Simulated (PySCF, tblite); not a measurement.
**C3H6BF3Si: geometry, infrared bands and NMR shifts**

What infrared bands and NMR shifts should C3H6BF3Si (`BC(=C)[Si](F)(F)CF`) show?

Computed with tblite 0.8.0 and PySCF 2.14.0, with density-fitted response routines of our own, on a single molecule in the gas phase. Atoms count from 0, in the outputs and in this text.

### Step 1. The starting structure

14 atoms, charge 0, multiplicity 1; geometry from: force field or distance geometry start.

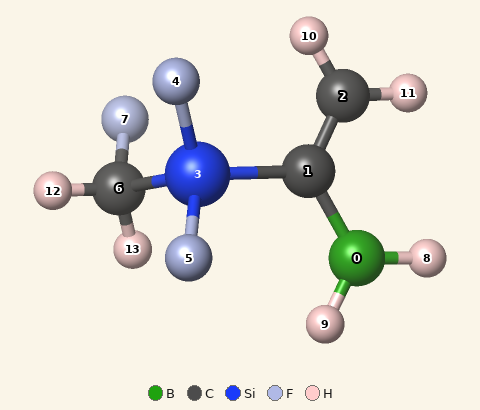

As it starts; boron green, carbon dark grey, silicon blue, fluorine light blue, hydrogen pink, atoms numbered.

### Step 2. Relaxing the molecule with GFN2-xTB

What the job is given:

```
{"job": {"kind": "relax", "xc": "GFN2-xTB", "basis": "xTB"}, "charge": 0, "multiplicity": 1}
B     -1.786500    -0.945400    -0.563000
C     -0.935100     0.211200     0.055200
C     -1.338600     0.854000     1.159700
Si     0.723400     0.594000    -0.683300
F      1.127500     2.195400    -0.371400
F      0.673000     0.323800    -2.343000
C      2.013100    -0.524000     0.086600
F      2.070200    -0.300400     1.457300
H     -2.838000    -1.231400    -0.094900
H     -1.407600    -1.539700    -1.499800
H     -0.741100     1.631400     1.608100
H     -2.308500     0.624700     1.618700
H      2.998000    -0.306700    -0.347700
H      1.749400    -1.587300    -0.104600
```

Started as:

```sh
$ OMP_NUM_THREADS=1 python probes_run.py task.json out
```

The driver reads the jobs from task.json and runs them one after another.

**Question.** This job is followed by: GFN2-xTB harmonic vibrations, gas phase; GIAO PBE0/pcSseg-1 NMR shielding, non-relativistic, gas phase. Predict these results of the whole session: strongest single infrared mode (GFN2-xTB); zero-point energy (GFN2-xTB); 13C shifts against TMS (PBE0/pcSseg-1); 1H shifts against TMS (PBE0/pcSseg-1, means over atoms taken as alike); 11B shifts against BF3·OEt2 (PBE0/pcSseg-1); 29Si shifts against TMS (PBE0/pcSseg-1); 19F shifts against CFCl3 (PBE0/pcSseg-1, means over atoms taken as alike).

**Answer**, as computed:

```
                                                                 quantity                       value
                                strongest single infrared mode (GFN2-xTB)        832 cm⁻¹, 338 km/mol
                                             zero-point energy (GFN2-xTB)               54.2 kcal/mol
                                   13C shifts against TMS (PBE0/pcSseg-1)      167.7, 157.3, 78.4 ppm
   1H shifts against TMS (PBE0/pcSseg-1, means over atoms taken as alike)  7.41, 7.40, 7.33, 5.06 ppm
                              11B shifts against BF3·OEt2 (PBE0/pcSseg-1)                    76.5 ppm
                                  29Si shifts against TMS (PBE0/pcSseg-1)                   -15.1 ppm
19F shifts against CFCl3 (PBE0/pcSseg-1, means over atoms taken as alike)          -157.7, -310.5 ppm
```

In words: The optimisation took 75 steps and gained 0.326 eV; among the close pairs (by a distance rule), Si3–F5 changed most, from 1.682 to 1.608 Å. All 36 modes are real, so the xTB geometry is a minimum. The strongest single mode, at 832 cm⁻¹, is carried by Si3, F5, F4. Unscaled tight-binding wavenumbers are off by several per cent, some by more. Its intensities can rank the bands wrongly. At PBE0/pcSseg-1: The widest tensor belongs to C2: span 265 ppm, with a paramagnetic part of -234 ppm.
